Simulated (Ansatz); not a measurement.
# P2+ (doublet): one geometry, many settings

What do other methods and options give for P2+ (doublet) at this geometry, and how long do they take?

Program: Ansatz 0.2.0, Gaussian basis. Level of theory: the settings change from run to run. These are calculated values, not measurements.

16 further runs of the same task are left out: 6 that didn't finish, 10 set aside as unsound or not needed.

### Step 1. The geometry

The geometry is a PBE0/def2-TZVP stationary point (not a proven minimum) of the parent state, kept for this charge and spin.

2 atoms, charge 1, spin multiplicity 2.

Atoms are counted from 1 here; the program's logs count them from 0.

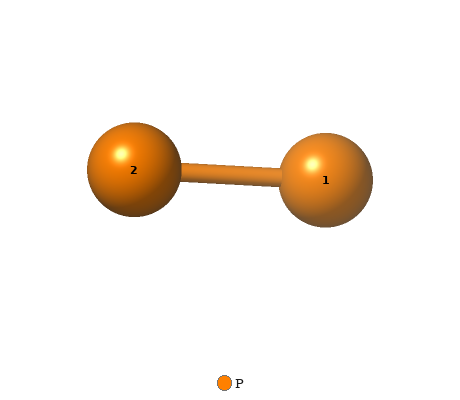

The structure; phosphorus orange; atoms are numbered from 1 in the order of the file.

### Step 2. CCSD(T)/def2-mTZVP

in.yaml reads:

```yaml
crystal:
  periodic: [false, false, false]
  atoms:
    - {symbol: P, position_ang: [0.000000, 0.000000, 0.000000]}
    - {symbol: P, position_ang: [0.000000, 0.000000, 2.055800]}
basis:
  gaussian: {orbitals: def2-mTZVP}
total_charge: 1
magnetization: {spin_polarized: false, initial_magnetization: 1}
hamiltonian: {xc: {name: PBE0}}
correlation: {method: ccsd_t, electrons: all}
scf: {lower_state_search: light}
```

On the command line:

```sh
> ansatz run in.yaml --threads 1 --pin off --events-out ev --progress --plain --max-ram 2393MiB
```

Output, cut to the lines that bear on the results:

```text
Functional definition: PBE0
  name "PBE0"
  cite "Adamo & Barone, J. Chem. Phys. 110, 6158 (1999) doi:10.1063/1.478522"
  cite "Perdew, Burke & Ernzerhof, Phys. Rev. Lett. 77, 3865 (1996) doi:10.1103/PhysRevLett.77.3865"
  parent pbe
[...]
346 factors; integrals over basis functions are off by at most 1.4e-3 eV
[...]
mean field -18559.37789163 eV, -682.0445575193 hartree, gradient 1.1e-6 eV, S^2 0.750000; 2 other end points of the search recorded, 0 dependent functions left out
[...]
unrestricted determinant -18534.30495773 eV, -681.1231441936 hartree, S^2 1.3473
reference -18533.56081097 eV, -681.0957973043 hartree; 15, 14 occupied and 29, 30 virtual orbitals, 346 factors
second order -7.40505982 eV of doubles, -0.29153374 eV of singles
cycle   1  -7.60508662 eV  change    8.6e-2 eV  update   9.1e-2
[...]
cycle   8  -7.97165225 eV  change   -1.8e-5 eV  update   2.6e-5
perturbative correction -0.42413203 eV, -0.0155865647 hartree
Total energy: -18541.95659524 eV, -681.4043366856 hartree
```

It took 3 s on 1 thread of Arm Neoverse V2, shared host.

From the report: correlation -8.3958 eV; T1 0.006; largest double amplitude 0.17. The orbitals are Kohn-Sham ones, so correlation energy and T1 don't compare with those on Hartree-Fock orbitals.

### Step 3. CCSDT(Q)/B on UHF/STO-3G

in.yaml reads:

```yaml
crystal:
  periodic: [false, false, false]
  atoms:
    - {symbol: P, position_ang: [0.000000, 0.000000, 0.000000]}
    - {symbol: P, position_ang: [0.000000, 0.000000, 2.055800]}
basis:
  gaussian: {orbitals: STO-3G}
total_charge: 1
magnetization: {spin_polarized: true, initial_magnetization: 1}
correlation: {method: ccsdt_q_b, electrons: outside_noble_gas}
```

Same command.

Output, cut to the lines that bear on the results:

```text
Functional definition: HF
  name "HF"
  cite "Fock, Z. Phys. 61, 126 (1930) doi:10.1007/BF01340294"
  parent pbe
[...]
291 factors; integrals over basis functions are off by at most 2.8e-8 eV
[...]
mean field -18329.24089267 eV, -673.5871787998 hartree, gradient 9.8e-7 eV, S^2 2.366881; 21 other end points of the search recorded, 0 dependent functions left out
determinant -18329.24089267 eV, -673.5871787998 hartree, with singles and doubles -18331.12588952 eV, -673.6564511565 hartree
determinant -18328.85876329 eV, -673.5731358043 hartree, with singles and doubles -18331.37972298 eV, -673.6657793641 hartree
determinant -18327.90584132 eV, -673.5381165679 hartree, with singles and doubles -18331.40471535 eV, -673.6666978167 hartree
determinant -18327.80736254 eV, -673.5344975391 hartree, with singles and doubles -18331.39139685 eV, -673.6662083710 hartree
[...]
determinant -18327.19749241 eV, -673.5120852254 hartree, with singles and doubles -18329.08846891 eV, -673.5815773300 hartree
determinant -18326.93103034 eV, -673.5022929249 hartree, with singles and doubles -18329.45609355 eV, -673.5950872862 hartree
determinant -18325.97505819 eV, -673.4671615965 hartree, with singles and doubles -18329.46000359 eV, -673.5952309778 hartree
[...]
10 core orbitals not correlated: weight in the atoms' cores, before any rotation towards them, 1.000 or more for the frozen orbitals, at most 0.000 for the correlated occupied ones
reference -18327.80736254 eV, -673.5344975391 hartree; 5, 4 occupied and 3, 4 virtual orbitals, 291 factors
second order -3.60279700 eV of doubles, -0.00000000 eV of singles
cycle   1  -3.37167741 eV  change   -8.7e-2 eV  update   6.8e-2
[...]
cycle  15  -3.66735977 eV  change   -4.3e-7 eV  update   4.9e-7
perturbative correction -0.08523169 eV, -0.0031322069 hartree
WARN: these amplitudes may be one of several solutions (largest doubles amplitude 0.25, level shift 1.29 eV)
Total energy: -18331.55995400 eV, -673.6724027319 hartree
```

Wall time 2.9 s (1 thread of Arm Neoverse V2, shared host).

From the report: ⟨S²⟩ of the determinant 0.751 (pure doublet: 0.75); correlation -3.7526 eV; T1 0.007; largest double amplitude 0.25. The report flags that the cluster equations may have other roots.

### Step 4. MRCISD+Q(1,5)/6-31G

in.yaml reads:

```yaml
crystal:
  periodic: [false, false, false]
  atoms:
    - {symbol: P, position_ang: [0.000000, 0.000000, 0.000000]}
    - {symbol: P, position_ang: [0.000000, 0.000000, 2.055800]}
basis:
  gaussian: {orbitals: 6-31G}
total_charge: 1
magnetization: {spin_polarized: false, initial_magnetization: 1}
correlation: {method: fic_mrcisd_q, electrons: all, active_space: {window: {electrons: 1, orbitals: 5}}}
scf: {lower_state_search: off}
```

Launched as before.

Output, cut to the lines that bear on the results:

```text
Functional definition: HF
  name "HF"
  cite "Fock, Z. Phys. 61, 126 (1930) doi:10.1007/BF01340294"
  parent pbe
[...]
280 factors; integrals over basis functions are off by at most 1.5e-4 eV
[...]
a density is far from that of the atoms, so the factors are made again for it
292 factors; integrals over basis functions are off by at most 2.1e-5 eV
[...]
mean field -18531.02474773 eV, -681.0025986995 hartree, gradient 3.5e-6 eV, S^2 0.750000; 1 other end points of the search recorded, 0 dependent functions left out
reference -18531.02474773 eV, -681.0025986995 hartree; 15, 14 occupied and 11, 12 virtual orbitals, 292 factors
state -18531.02474773 eV, -681.0025986995 hartree
contracted CI cycle   1: correlation 0.00000000 eV, 0.0000000000 hartree, residual 1.33e1 eV
contracted CI cycle   2: correlation -3.09116838 eV, -0.1135983426 hartree, residual 2.95e0 eV
contracted CI cycle   3: correlation -3.39747998 eV, -0.1248550863 hartree, residual 1.19e0 eV
contracted CI cycle   4: correlation -3.43184051 eV, -0.1261178125 hartree, residual 5.66e-1 eV
contracted CI cycle   5: correlation -3.43788132 eV, -0.1263398081 hartree, residual 2.71e-1 eV
contracted CI cycle   6: correlation -3.43884179 eV, -0.1263751049 hartree, residual 7.19e-2 eV
contracted CI cycle   7: correlation -3.43892645 eV, -0.1263782161 hartree, residual 1.84e-2 eV
contracted CI cycle   8: correlation -3.43893392 eV, -0.1263784904 hartree, residual 7.14e-3 eV
contracted CI cycle   9: correlation -3.43893515 eV, -0.1263785358 hartree, residual 2.87e-3 eV
contracted CI cycle  10: correlation -3.43893533 eV, -0.1263785422 hartree, residual 1.11e-3 eV
state -18531.02474773 eV, -681.0025986995 hartree; corrected -18534.85463299 eV, -681.1433443866 hartree
WARN: 4 active orbitals are nearly empty or full. The corrections depend on them more than the energy does, and are more stable in an active space without them
Total energy: -18534.85463299 eV, -681.1433443866 hartree
Checks for a lower state left out: stability, starts, cluster_reference, orbital_swaps, neighbouring_geometries, increment
```

Wall time 0.93 s (1 thread of Arm Neoverse V2, shared host).

From the report: 1 determinant; active occupations 1.00, 0.00, 0.00, 0.00, 0.00. The report marks this result as in doubt.

### Step 5. CCSD(T) on UHF/def2-mTZVP

in.yaml reads:

```yaml
crystal:
  periodic: [false, false, false]
  atoms:
    - {symbol: P, position_ang: [0.000000, 0.000000, 0.000000]}
    - {symbol: P, position_ang: [0.000000, 0.000000, 2.055800]}
basis:
  gaussian: {orbitals: def2-mTZVP}
total_charge: 1
magnetization: {spin_polarized: true, initial_magnetization: 1}
correlation: {method: ccsd_t, electrons: outside_noble_gas}
```

Launched as before.

Output, cut to the lines that bear on the results:

```text
Functional definition: HF
  name "HF"
  cite "Fock, Z. Phys. 61, 126 (1930) doi:10.1007/BF01340294"
  parent pbe
[...]
346 factors; integrals over basis functions are off by at most 1.4e-3 eV
[...]
mean field -18534.30495774 eV, -681.1231441937 hartree, gradient 2.1e-6 eV, S^2 1.347278; 28 other end points of the search recorded, 0 dependent functions left out
determinant -18534.30495774 eV, -681.1231441937 hartree, with singles and doubles -18539.85809439 eV, -681.3272182018 hartree
determinant -18534.05540969 eV, -681.1139734723 hartree, with singles and doubles -18539.27105056 eV, -681.3056447390 hartree
determinant -18532.75747604 eV, -681.0662752902 hartree, with singles and doubles -18537.53210266 eV, -681.2417395821 hartree
determinant -18532.74267516 eV, -681.0657313681 hartree, with singles and doubles -18539.38814863 eV, -681.3099480135 hartree
[...]
determinant -18530.88615074 eV, -680.9975053540 hartree, with singles and doubles -18536.23685285 eV, -681.1941400295 hartree
determinant -18534.30495774 eV, -681.1231441937 hartree, with singles and doubles -18539.87817027 eV, -681.3279559767 hartree
determinant -18532.74267516 eV, -681.0657313681 hartree, with singles and doubles -18539.38863223 eV, -681.3099657856 hartree
determinant -18533.91123028 eV, -681.1086749766 hartree, with singles and doubles -18539.91012888 eV, -681.3291304340 hartree
10 core orbitals not correlated: weight in the atoms' cores, before any rotation towards them, 1.000 or more for the frozen orbitals, at most 0.000 for the correlated occupied ones
reference -18534.30495774 eV, -681.1231441937 hartree; 5, 4 occupied and 29, 30 virtual orbitals, 346 factors
second order -4.22114078 eV of doubles, -0.00000000 eV of singles
cycle   1  -5.57321086 eV  change    1.7e-6 eV  update   2.2e-6
perturbative correction -0.34153852 eV, -0.0125513091 hartree
Total energy: -18540.21970712 eV, -681.3405072244 hartree
```

Wall time 7.5 s (1 thread of Arm Neoverse V2, shared host).

From the report: ⟨S²⟩ of the determinant 1.347 (pure doublet: 0.75); correlation -5.9147 eV; T1 0.099; largest double amplitude 0.21. The determinant is far from a pure spin state, so its energy mixes those of several spin states (harmless only where they are near-degenerate, as at dissociation).

### Step 6. CCSDT on ROHF/def2-SVP

in.yaml reads:

```yaml
crystal:
  periodic: [false, false, false]
  atoms:
    - {symbol: P, position_ang: [0.000000, 0.000000, 0.000000]}
    - {symbol: P, position_ang: [0.000000, 0.000000, 2.055800]}
basis:
  gaussian: {orbitals: def2-SVP}
total_charge: 1
magnetization: {spin_polarized: false, initial_magnetization: 1}
correlation: {method: ccsdt, electrons: outside_noble_gas}
accuracy: high
```

Same command.

Output, cut to the lines that bear on the results:

```text
Functional definition: HF
  name "HF"
  cite "Fock, Z. Phys. 61, 126 (1930) doi:10.1007/BF01340294"
  parent pbe
[...]
576 factors; integrals over basis functions are off by at most 3.1e-9 eV
[...]
mean field -18528.00397183 eV, -680.8915872328 hartree, gradient 4.8e-9 eV, S^2 0.750000; 8 other end points of the search recorded, 0 dependent functions left out
[...]
determinant -18528.00397183 eV, -680.8915872328 hartree, with singles and doubles -18534.07931213 eV, -681.1148518708 hartree
determinant -18526.63076050 eV, -680.8411226470 hartree, with singles and doubles -18533.48430683 eV, -681.0929858291 hartree
determinant -18524.89398328 eV, -680.7772972615 hartree, with singles and doubles -18530.42539642 eV, -680.9805729448 hartree
determinant -18527.95404207 eV, -680.8897523477 hartree, with singles and doubles -18534.07414488 eV, -681.1146619776 hartree
determinant -18527.95404207 eV, -680.8897523477 hartree, with singles and doubles -18534.07432762 eV, -681.1146686934 hartree
determinant -18528.00397183 eV, -680.8915872328 hartree, with singles and doubles -18534.07928460 eV, -681.1148508591 hartree
unrestricted determinant -18528.39622916 eV, -680.9060024237 hartree, S^2 1.3190
10 core orbitals not correlated: weight in the atoms' cores, before any rotation towards them, 1.000 or more for the frozen orbitals, at most 0.000 for the correlated occupied ones
reference -18528.00397183 eV, -680.8915872328 hartree; 5, 4 occupied and 21, 22 virtual orbitals, 576 factors
second order -5.30221688 eV of doubles, -0.03558828 eV of singles
cycle   1  -5.72955579 eV  change   -3.9e-1 eV  update   1.1e-1
[...]
cycle  26  -6.45582278 eV  change   3.3e-10 eV  update  6.8e-10
Total energy: -18534.45979462 eV, -681.1288343442 hartree
```

Wall time 5.5 s (1 thread of Arm Neoverse V2, shared host).

From the report: correlation -6.4558 eV; T1 0.019; largest double amplitude 0.20.

### Step 7. CCSDT(Q)/B on UHF/cc-pVDZ

in.yaml reads:

```yaml
crystal:
  periodic: [false, false, false]
  atoms:
    - {symbol: P, position_ang: [0.000000, 0.000000, 0.000000]}
    - {symbol: P, position_ang: [0.000000, 0.000000, 2.055800]}
basis:
  gaussian: {orbitals: cc-pVDZ}
total_charge: 1
magnetization: {spin_polarized: true, initial_magnetization: 1}
correlation: {method: ccsdt_q_b, electrons: valence}
scf: {lower_state_search: off}
output: {forces: true}
```

Same command.

Output, cut to the lines that bear on the results:

```text
Functional definition: HF
  name "HF"
  cite "Fock, Z. Phys. 61, 126 (1930) doi:10.1007/BF01340294"
  parent pbe
[...]
651 factors; integrals over basis functions are off by at most 1.1e-7 eV
[...]
mean field -18534.48924807 eV, -681.1299167387 hartree, gradient 3.5e-6 eV, S^2 1.316208; 2 other end points of the search recorded, 0 dependent functions left out
10 core orbitals not correlated: weight in the atoms' cores, before any rotation towards them, 1.000 or more for the frozen orbitals, at most 0.000 for the correlated occupied ones
reference -18534.48924807 eV, -681.1299167387 hartree; 5, 4 occupied and 21, 22 virtual orbitals, 651 factors
second order -4.32057313 eV of doubles, -0.00000000 eV of singles
cycle   1  -4.95961613 eV  change   -6.4e-1 eV  update   1.1e-1
[...]
cycle  26  -6.08901520 eV  change    5.6e-7 eV  update   1.8e-7
perturbative correction -0.04298494 eV, -0.0015796675 hartree
[...]
Total energy: -18540.62124821 eV, -681.3552635873 hartree
Atom 0 at     0.000000     0.000000     0.000000 Å, force    -0.000000    -0.000000     0.607440 eV/Å
Atom 1 at     0.000000     0.000000     2.055800 Å, force     0.000000    -0.000000    -0.607440 eV/Å
Dipole moment:    -0.000000     0.000000     0.000549 e Å
Checks for a lower state left out: starts, cluster_reference, orbital_swaps, neighbouring_geometries, increment
```

Run time: 38 s. Hardware: 1 thread of Arm Neoverse V2, shared host; peak memory 0.44 GiB.

From the report: ⟨S²⟩ of the determinant 1.316 (pure doublet: 0.75); correlation -6.1320 eV; T1 0.111; largest double amplitude 0.25. The determinant is far from a pure spin state, so its energy mixes those of several spin states (harmless only where they are near-degenerate, as at dissociation).

### Step 8. All runs side by side

 † marks a result that the program doubts.

```csv
level,correlated,functions,energy (eV),time
CCSD(T)/def2-mTZVP (on PBE0 orbitals),all,44,-18541.9566,3 s
CCSDT(Q)/B on UHF/STO-3G †,outside noble gas,18,-18331.5600,2.9 s
"MRCISD+Q(1,5)/6-31G †",all,26,-18534.8546,0.93 s
CCSD(T) on UHF/def2-mTZVP,outside noble gas,44,-18540.2197,7.5 s
CCSDT on ROHF/def2-SVP,outside noble gas,36,-18534.4598,5.5 s
CCSDT(Q)/B on UHF/cc-pVDZ,valence,36,-18540.6212,38 s
```

### Step 9. Results

| quantity | value |
| --- | --- |
| runs | 6 |
| quickest | MRCISD+Q(1,5)/6-31G †, 0.93 s |
| slowest | CCSDT(Q)/B on UHF/cc-pVDZ, 38 s |

In words: Total energies in different bases, with other cores or another treatment of relativity can't be set against each other. CCSDT(Q)/B on UHF/cc-pVDZ took 41 times as long as MRCISD+Q(1,5)/6-31G †; the jobs differ in more than the method.
